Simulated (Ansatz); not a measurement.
Run report: C₂H₇InO, nudged elastic band

- system: C₂H₇InO
- method: UHF/def2-SVP (Ansatz 0.2.0)

One setting was made poor on purpose. It belongs to a series of runs on one base structure; here: an input spoilt on purpose.

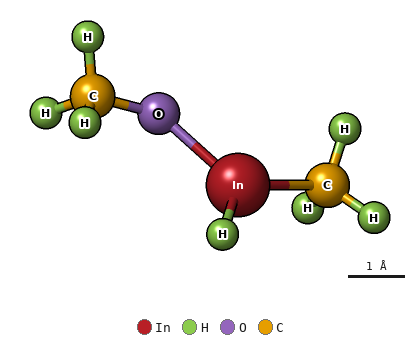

The starting structure (ball-and-stick view, seen at a tilt). Sticks mark near contacts. Bond lengths as drawn: C–H 1.09 to 1.10 Å, C–In 2.17 Å, C–O 1.38 Å, H–In 1.73 Å and In–O 1.99 Å.

The input
```yaml
crystal:
  periodic: [false, false, false]
  atoms:
    - { symbol: In, position_ang: [-0.129704, -0.851417, -0.391272] }
    - { symbol: H, position_ang: [0.614428, -1.519022, -1.808919] }
    - { symbol: O, position_ang: [0.435759, 1.009921, 0.04024] }
    - { symbol: C, position_ang: [1.329524, 1.875017, -0.551414] }
    - { symbol: H, position_ang: [1.724603, 1.509895, -1.510612] }
    - { symbol: C, position_ang: [-1.570493, -1.639857, 1.025959] }
    - { symbol: H, position_ang: [2.193476, 2.063526, 0.097458] }
    - { symbol: H, position_ang: [0.861635, 2.846838, -0.750039] }
    - { symbol: H, position_ang: [-1.089363, -1.789621, 1.994308] }
    - { symbol: H, position_ang: [-1.993456, -2.588542, 0.694851] }
    - { symbol: H, position_ang: [-2.376409, -0.91674, 1.15954] }
magnetization:
  spin_polarized: true
basis:
  gaussian: { orbitals: def2-SVP }
hamiltonian:
  xc: hf
neb:
  order_check: false
  images: 7
  f_tol: 0.05
  max_iterations: 8
  initial_path: linear
  final_atoms:
    - { symbol: In, position_ang: [-1.1536073, -1.61211947, -0.80483404] }
    - { symbol: H, position_ang: [2.52260801, 0.32817436, -2.94654891] }
    - { symbol: O, position_ang: [0.57972913, 0.51829069, 0.14583186] }
    - { symbol: C, position_ang: [0.81297812, 1.67510869, 0.07536785] }
    - { symbol: H, position_ang: [3.06495428, 0.80511872, -3.13841076] }
    - { symbol: C, position_ang: [-1.83315905, -1.56081515, 1.36166492] }
    - { symbol: H, position_ang: [1.68494431, 2.12200676, 0.57454767] }
    - { symbol: H, position_ang: [0.17482151, 2.36841477, -0.49212672] }
    - { symbol: H, position_ang: [-0.98572515, -1.68290971, 2.04512599] }
    - { symbol: H, position_ang: [-2.55517796, -2.35666855, 1.57651016] }
    - { symbol: H, position_ang: [-2.31236592, -0.6046031, 1.60297197] }
  spring: -5.0
```

Hardware: 2 threads of Arm Neoverse V2, 24 GiB of memory available, shared host.

Command:
```bash
ansatz run input.yaml --threads 2 --pin off --max-ram 3072MiB --backend cpu --events-out ev --progress --plain --runs-dir out
```

Output
```
Error: invalid value for `neb.spring`: must be finite and > 0; got -5 eV/Å²
```

What the run reported

| quantity | value |
| --- | --- |
| outcome | refused by the program |

What went wrong

The program refused the input: “invalid value for `neb.spring`: must be finite and > 0; got -5 eV/Å²” A deliberately poor setting: bad input.
